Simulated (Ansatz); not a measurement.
# B4O2 (triplet): geometry and frequencies at several levels

The task, for B4O2 (triplet): geometry and frequencies at several levels. Spin multiplicity 3.

Program: Ansatz 0.2.0. Level of theory: the levels named in each step. These are calculated values, not measurements.

## (1) The structure to begin with

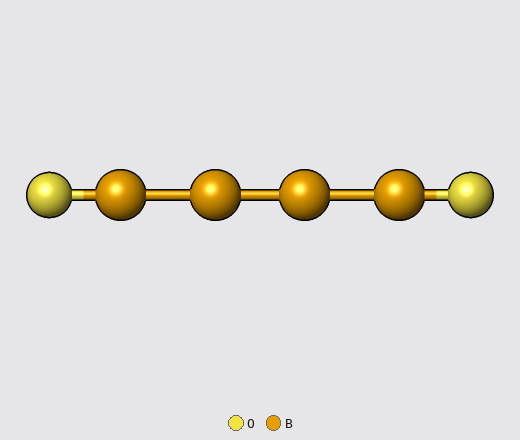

The starting structure, seen from a chosen angle (oxygen yellow, boron amber).

As a file:

```xyz
6

O     0.0000    0.0000   -3.5383
B     0.0000    0.0000   -2.3399
B     0.0000    0.0000   -0.7483
B     0.0000    0.0000    0.7482
B     0.0000    0.0000    2.3400
O     0.0000    0.0000    3.5383
```

## (2) A rough first relaxation, PBE-D4/def2-SVP

This run stands in another session on the same molecule. It ended at:

```xyz
6

O     0.0000    0.0000   -3.6266
B     0.0000    0.0000   -2.4067
B     0.0000    0.0000   -0.7720
B     0.0000    0.0000    0.7720
B     0.0000    0.0000    2.4067
O     0.0000    0.0000    3.6266
```

## (3) Relaxation, r2SCAN-D4/def2-TZVPP

Contents of input.yaml:

```yaml
crystal:
  periodic: [false, false, false]
  atoms:
    - { symbol: O, position_ang: [0.0, 0.0, -3.6266045] }
    - { symbol: B, position_ang: [0.0, 0.0, -2.4067266] }
    - { symbol: B, position_ang: [0.0, 0.0, -0.77196384] }
    - { symbol: B, position_ang: [0.0, 0.0, 0.77196017] }
    - { symbol: B, position_ang: [0.0, 0.0, 2.40672911] }
    - { symbol: O, position_ang: [0.0, 0.0, 3.62660566] }
magnetization:
  spin_polarized: true
  initial_magnetization: 2
basis:
  gaussian: { orbitals: def2-TZVPP }
hamiltonian:
  xc: r2scan
  dispersion: d4
relax:
  f_tol: 0.002
  max_steps: 150
```

Run with:

```console
ansatz run input.yaml --threads 4 --pin off --max-ram 10240MiB --backend cpu --events-out ev --progress --plain --runs-dir out
```

The log of the run, cut to the lines that bear on the results:

```text
Warning: RAYON_NUM_THREADS=4 ignored (pool sized by the plan → 4); use --threads N
[...]
Functional definition: r2SCAN
[...]
978 factors; their error is unknown
[...]
mean field -6797.14719964 eV, -249.7905523148 hartree, gradient 7.1e-5 eV, S^2 2.012994; 0 other end points of the search recorded, 0 dependent functions left out
[...]
reference -6797.14721857 eV, -249.7905530106 hartree; 19, 17 occupied and 167, 169 virtual orbitals, 978 factors
relax step   1: F+E_penalty+E_count = -6797.17861887 eV  Δ(F+E_penalty+E_count) = +0.000e0 eV  max|allowed force component| = 9.297e-1 eV/Å  Δτ_max = 0.0000 Å  (41 SCF iters, accepted)
[...]
relax step   4: F+E_penalty+E_count = -6797.20069747 eV  Δ(F+E_penalty+E_count) = -5.372e-7 eV  max|allowed force component| = 3.313e-3 eV/Å  Δτ_max = 0.0001 Å  (30 SCF iters, accepted)
[...]
relax step   5: F+E_penalty+E_count = -6797.20069760 eV  Δ(F+E_penalty+E_count) = -1.286e-7 eV  max|allowed force component| = 4.068e-5 eV/Å  Δτ_max = 0.0000 Å  (29 SCF iters, accepted)
978 factors; their error is unknown
[...]
mean field -6797.16906472 eV, -249.7913558418 hartree, gradient 1.3e-5 eV, S^2 2.012552; 1 other end points of the search recorded, 0 dependent functions left out
[...]
reference -6797.16908363 eV, -249.7913565369 hartree; 19, 17 occupied and 167, 169 virtual orbitals, 978 factors
Total energy: -6797.20071652 eV, -249.7925190238 hartree
Atom 0 at     0.000000     0.000000    -3.591818 Å, force    -0.000000     0.000000     0.000039 eV/Å
Atom 1 at    -0.000000     0.000000    -2.382990 Å, force     0.000000    -0.000000    -0.000041 eV/Å
Atom 2 at    -0.000000     0.000000    -0.761188 Å, force     0.000000    -0.000000    -0.000024 eV/Å
Atom 3 at    -0.000000    -0.000000     0.761184 Å, force    -0.000000    -0.000000     0.000024 eV/Å
Atom 4 at    -0.000000    -0.000000     2.382993 Å, force    -0.000000     0.000000     0.000041 eV/Å
Atom 5 at     0.000000     0.000000     3.591819 Å, force     0.000000     0.000000    -0.000039 eV/Å
Dipole moment:     0.000000    -0.000000    -0.000000 e Å
```

Wall time 19 s (4 threads of Intel Xeon at 2.70GHz, shared host); peak memory 0.32 GiB.

The steps of the relaxation:

```
step  E - E(step 1) (eV)  largest force component (eV/Å)
   1              0.0000                          0.9297
   2             -0.0213                          0.1505
   3             -0.0221                          0.0063
   4             -0.0221                          0.0033
   5             -0.0221                          0.0000
```

Step 1 is the start.

Before: Bond lengths: O1–B2 1.220 Å, B2–B3 1.635 Å, B3–B4 1.544 Å, B4–B5 1.635 Å, B5–O6 1.220 Å. Angles: O1–B2–B3 180.0°, B2–B3–B4 180.0°, B3–B4–B5 180.0°, B4–B5–O6 180.0°.

After: Bond lengths: O1–B2 1.209 Å, B2–B3 1.622 Å, B3–B4 1.522 Å, B4–B5 1.622 Å, B5–O6 1.209 Å. Angles: O1–B2–B3 180.0°, B2–B3–B4 180.0°, B3–B4–B5 180.0°, B4–B5–O6 180.0°.

## (4) Frequencies, r2SCAN-D4/def2-TZVPP

Contents of input.yaml:

```yaml
crystal:
  periodic: [false, false, false]
  atoms:
    - { symbol: O, position_ang: [0.0, 0.0, -3.5918176] }
    - { symbol: B, position_ang: [0.0, 0.0, -2.3829902] }
    - { symbol: B, position_ang: [0.0, 0.0, -0.76118752] }
    - { symbol: B, position_ang: [0.0, 0.0, 0.76118402] }
    - { symbol: B, position_ang: [0.0, 0.0, 2.38299261] }
    - { symbol: O, position_ang: [0.0, 0.0, 3.5918187] }
magnetization:
  spin_polarized: true
  initial_magnetization: 2
basis:
  gaussian: { orbitals: def2-TZVPP }
hamiltonian:
  xc: r2scan
  dispersion: d4
phonons: {}
```

Run with:

```console
ansatz run input.yaml --threads 4 --pin off --max-ram 10240MiB --backend cpu --events-out ev --progress --plain --runs-dir out
```

The log of the run, cut to the lines that bear on the results:

```text
Warning: RAYON_NUM_THREADS=4 ignored (pool sized by the plan → 4); use --threads N
[...]
[... 1 set-up line as earlier in the session ...]
[...]
978 factors; their error is unknown
[...]
mean field -6797.16906472 eV, -249.7913558418 hartree, gradient 5.4e-5 eV, S^2 2.012552; 0 other end points of the search recorded, 0 dependent functions left out
[...]
reference -6797.16908363 eV, -249.7913565369 hartree; 19, 17 occupied and 167, 169 virtual orbitals, 978 factors
[...]
978 factors; their error is unknown
mean field -6797.16906081 eV, -249.7913556979 hartree, gradient 1.3e-6 eV, S^2 2.012552; 0 other end points of the search recorded, 0 dependent functions left out
[...]
reference -6797.16907972 eV, -249.7913563930 hartree; 19, 17 occupied and 167, 169 virtual orbitals, 978 factors
[...]
978 factors; their error is unknown
[...]
reference -6797.16891404 eV, -249.7913503042 hartree; 19, 17 occupied and 167, 169 virtual orbitals, 978 factors
Total energy: -6797.20071652 eV, -249.7925190238 hartree
Atom 0 at     0.000000     0.000000    -3.591818 Å, force    -0.000000     0.000000     0.000041 eV/Å
Atom 1 at     0.000000     0.000000    -2.382990 Å, force     0.000000    -0.000000    -0.000042 eV/Å
Atom 2 at     0.000000     0.000000    -0.761188 Å, force     0.000000    -0.000000    -0.000028 eV/Å
Atom 3 at     0.000000     0.000000     0.761184 Å, force    -0.000000    -0.000000     0.000028 eV/Å
Atom 4 at     0.000000     0.000000     2.382993 Å, force     0.000000     0.000000     0.000042 eV/Å
Atom 5 at     0.000000     0.000000     3.591819 Å, force    -0.000000    -0.000000    -0.000041 eV/Å
Dipole moment:     0.000000     0.000000     0.000000 e Å
Vibrations: 75.02 75.02 208.92 208.92 399.47 415.01 415.01 459.14 459.14 841.75 1481.48 1979.21 1995.53 cm⁻¹, zero-point energy 0.558773 eV
```

It took 39 s on 4 threads of Intel Xeon at 2.70GHz, shared host; peak memory 0.29 GiB.

Harmonic frequencies (cm⁻¹; negative: imaginary): 75, 75, 209, 209, 399, 415, 415, 459, 459, 842, 1481, 1979, 1996.

## (5) Relaxation, B3LYP-D4/def2-TZVPP

Contents of input.yaml:

```yaml
crystal:
  periodic: [false, false, false]
  atoms:
    - { symbol: O, position_ang: [0.0, 0.0, -3.6266045] }
    - { symbol: B, position_ang: [0.0, 0.0, -2.4067266] }
    - { symbol: B, position_ang: [0.0, 0.0, -0.77196384] }
    - { symbol: B, position_ang: [0.0, 0.0, 0.77196017] }
    - { symbol: B, position_ang: [0.0, 0.0, 2.40672911] }
    - { symbol: O, position_ang: [0.0, 0.0, 3.62660566] }
magnetization:
  spin_polarized: true
  initial_magnetization: 2
basis:
  gaussian: { orbitals: def2-TZVPP }
hamiltonian:
  xc: { name: B3LYP }
  dispersion: d4
relax:
  f_tol: 0.002
  max_steps: 150
```

Run with:

```console
ansatz run input.yaml --threads 4 --pin off --max-ram 10240MiB --backend cpu --events-out ev --progress --plain --runs-dir out
```

The log of the run, cut to the lines that bear on the results:

```text
Warning: RAYON_NUM_THREADS=4 ignored (pool sized by the plan → 4); use --threads N
[...]
Functional definition: B3LYP
[...]
978 factors; their error is unknown
[...]
mean field -6801.29803383 eV, -249.9430926577 hartree, gradient 7.0e-6 eV, S^2 2.005230; 0 other end points of the search recorded, 0 dependent functions left out
[...]
reference -6801.29830324 eV, -249.9431025583 hartree; 19, 17 occupied and 167, 169 virtual orbitals, 978 factors
relax step   1: F+E_penalty+E_count = -6801.50941491 eV  Δ(F+E_penalty+E_count) = +0.000e0 eV  max|allowed force component| = 1.301e0 eV/Å  Δτ_max = 0.0000 Å  (39 SCF iters, accepted)
[...]
relax step   4: F+E_penalty+E_count = -6801.54959994 eV  Δ(F+E_penalty+E_count) = -1.408e-6 eV  max|allowed force component| = 3.653e-3 eV/Å  Δτ_max = 0.0001 Å  (28 SCF iters, accepted)
[...]
relax step   5: F+E_penalty+E_count = -6801.54960009 eV  Δ(F+E_penalty+E_count) = -1.504e-7 eV  max|allowed force component| = 5.857e-5 eV/Å  Δτ_max = 0.0000 Å  (26 SCF iters, accepted)
978 factors; their error is unknown
[...]
mean field -6801.33596709 eV, -249.9444866794 hartree, gradient 1.1e-5 eV, S^2 2.005005; 1 other end points of the search recorded, 0 dependent functions left out
[...]
reference -6801.33623566 eV, -249.9444965493 hartree; 19, 17 occupied and 167, 169 virtual orbitals, 978 factors
Total energy: -6801.54986866 eV, -249.9523474173 hartree
Atom 0 at    -0.000000    -0.000000    -3.582214 Å, force    -0.000000    -0.000000     0.000041 eV/Å
Atom 1 at     0.000000     0.000000    -2.377675 Å, force     0.000000    -0.000000    -0.000059 eV/Å
Atom 2 at     0.000000     0.000000    -0.756941 Å, force    -0.000000     0.000000    -0.000027 eV/Å
Atom 3 at     0.000000     0.000000     0.756937 Å, force    -0.000000     0.000000     0.000027 eV/Å
Atom 4 at     0.000000     0.000000     2.377678 Å, force     0.000000    -0.000000     0.000059 eV/Å
Atom 5 at    -0.000000    -0.000000     3.582215 Å, force    -0.000000     0.000000    -0.000041 eV/Å
Dipole moment:     0.000000     0.000000    -0.000000 e Å
```

Wall time 20 s (4 threads of Intel Xeon at 2.70GHz, shared host); peak memory 0.45 GiB.

Step by step:

```
step  energy from step 1 (eV)  largest force component (eV/Å)
   1                   0.0000                          1.3005
   2                  -0.0389                          0.2030
   3                  -0.0402                          0.0091
   4                  -0.0402                          0.0037
   5                  -0.0402                          0.0001
```

Step 1 is the start.

Before: Bond lengths: O1–B2 1.220 Å, B2–B3 1.635 Å, B3–B4 1.544 Å, B4–B5 1.635 Å, B5–O6 1.220 Å. Angles: O1–B2–B3 180.0°, B2–B3–B4 180.0°, B3–B4–B5 180.0°, B4–B5–O6 180.0°.

After: Bond lengths: O1–B2 1.205 Å, B2–B3 1.621 Å, B3–B4 1.514 Å, B4–B5 1.621 Å, B5–O6 1.205 Å. Angles: O1–B2–B3 180.0°, B2–B3–B4 180.0°, B3–B4–B5 180.0°, B4–B5–O6 180.0°.

## (6) Frequencies, B3LYP-D4/def2-TZVPP

Contents of input.yaml:

```yaml
crystal:
  periodic: [false, false, false]
  atoms:
    - { symbol: O, position_ang: [0.0, 0.0, -3.58221355] }
    - { symbol: B, position_ang: [0.0, 0.0, -2.37767541] }
    - { symbol: B, position_ang: [0.0, 0.0, -0.75694075] }
    - { symbol: B, position_ang: [0.0, 0.0, 0.75693725] }
    - { symbol: B, position_ang: [0.0, 0.0, 2.37767781] }
    - { symbol: O, position_ang: [0.0, 0.0, 3.58221465] }
magnetization:
  spin_polarized: true
  initial_magnetization: 2
basis:
  gaussian: { orbitals: def2-TZVPP }
hamiltonian:
  xc: { name: B3LYP }
  dispersion: d4
phonons: {}
```

Run with:

```console
ansatz run input.yaml --threads 4 --pin off --max-ram 10240MiB --backend cpu --events-out ev --progress --plain --runs-dir out
```

The log of the run, cut to the lines that bear on the results:

```text
Warning: RAYON_NUM_THREADS=4 ignored (pool sized by the plan → 4); use --threads N
[...]
[... 1 set-up line as earlier in the session ...]
[...]
978 factors; their error is unknown
[...]
mean field -6801.33596709 eV, -249.9444866794 hartree, gradient 1.3e-5 eV, S^2 2.005005; 0 other end points of the search recorded, 0 dependent functions left out
[...]
reference -6801.33623566 eV, -249.9444965493 hartree; 19, 17 occupied and 167, 169 virtual orbitals, 978 factors
[...]
978 factors; their error is unknown
mean field -6801.33596299 eV, -249.9444865287 hartree, gradient 2.1e-6 eV, S^2 2.005005; 0 other end points of the search recorded, 0 dependent functions left out
[...]
reference -6801.33623156 eV, -249.9444963986 hartree; 19, 17 occupied and 167, 169 virtual orbitals, 978 factors
[...]
978 factors; their error is unknown
[...]
reference -6801.33608423 eV, -249.9444909841 hartree; 19, 17 occupied and 167, 169 virtual orbitals, 978 factors
Total energy: -6801.54986867 eV, -249.9523474174 hartree
Atom 0 at     0.000000     0.000000    -3.582214 Å, force    -0.000000     0.000000     0.000042 eV/Å
Atom 1 at     0.000000     0.000000    -2.377675 Å, force     0.000000     0.000000    -0.000058 eV/Å
Atom 2 at     0.000000     0.000000    -0.756941 Å, force     0.000000    -0.000000    -0.000027 eV/Å
Atom 3 at     0.000000     0.000000     0.756937 Å, force     0.000000     0.000000     0.000027 eV/Å
Atom 4 at     0.000000     0.000000     2.377678 Å, force     0.000000    -0.000000     0.000058 eV/Å
Atom 5 at     0.000000     0.000000     3.582215 Å, force    -0.000000     0.000000    -0.000042 eV/Å
Dipole moment:    -0.000000     0.000000    -0.000000 e Å
Vibrations: 78.31 78.31 219.97 219.97 401.55 424.31 424.31 483.35 483.35 843.40 1496.88 1999.77 2018.32 cm⁻¹, zero-point energy 0.568579 eV
```

It took 38 s on 4 threads of Intel Xeon at 2.70GHz, shared host; peak memory 0.44 GiB.

Harmonic frequencies (cm⁻¹; negative: imaginary): 78, 78, 220, 220, 402, 424, 424, 483, 483, 843, 1497, 2000, 2018.

## (7) Geometries side by side

| level | O1–B2 (Å) | B2–B3 (Å) | B3–B4 (Å) | rotational constants (MHz) | dipole (D) | highest frequency (cm⁻¹) | CPU time |
| --- | --- | --- | --- | --- | --- | --- | --- |
| r2SCAN-D4/def2-TZVPP | 1.2088 | 1.6218 | 1.5224 | 918.04 | 0.00 | 1996 | 70 s |
| B3LYP-D4/def2-TZVPP | 1.2045 | 1.6207 | 1.5139 | 922.9 | 0.00 | 2018 | 70 s |

Constants are for the commonest isotopes at the equilibrium geometry; times are CPU times of the relaxations.

## (8) Outcome

| quantity | value |
| --- | --- |
| O1–B2 at B3LYP-D4/def2-TZVPP | 1.205 Å |
| B2–B3 at B3LYP-D4/def2-TZVPP | 1.621 Å |
| B3–B4 at B3LYP-D4/def2-TZVPP | 1.514 Å |
| frequencies at B3LYP-D4/def2-TZVPP | 78 to 2018 cm⁻¹ |

The O1–B2 distance spreads over 0.004 Å, from B3LYP-D4/def2-TZVPP (shortest) to r2SCAN-D4/def2-TZVPP. No mode is imaginary, so the geometry is a minimum.
